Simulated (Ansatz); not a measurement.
Stretching the Si1–H3 bond in BrH3Si (SMILES [SiH3]Br) (multiplicity 1 held, fragments rigid). Energies count from the point at 1.476 Å.
Geometry at that point (charge 0, multiplicity 1):
```xyz
5

Si    -1.47703     0.04481     0.01785
Br     0.75716    -0.02297    -0.00915
H     -1.90317     1.42265    -0.29385
H     -1.93688    -0.34876     1.36352
H     -1.98207    -0.89727    -0.99932
```

Restricted levels (R-, RO-) in cc, def2 and unpolarised 6-31G sets keep to the state of the molecule at rest. U- levels take the lowest unrestricted solution at each point, which mixes spins at long bonds. Active spaces are followed from a long bond inwards. Curves can end on different states.

Frozen-core correlation. Filled d and f shells under p-block atoms count as core.

Run with Ansatz (a program for electronic structure). Values without a source in brackets are computed.

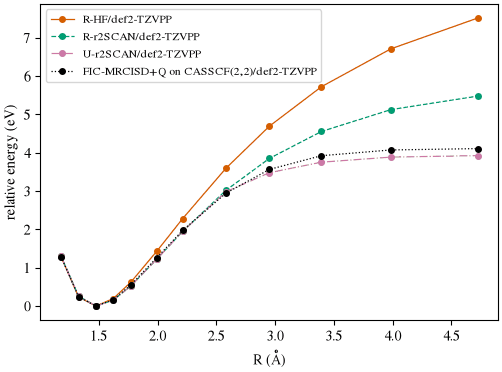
Figure. Relative energy along the coordinate

Problem. Read off the R-HF/def2-TZVPP curve at R = 2.582.

Solution. about 3.6 eV

Doubts at one or more of the structures used: a restricted determinant that unrestricted orbitals would lower (R-HF/def2-TZVPP, R-r2SCAN/def2-TZVPP); a spin-contaminated determinant (U-r2SCAN/def2-TZVPP).
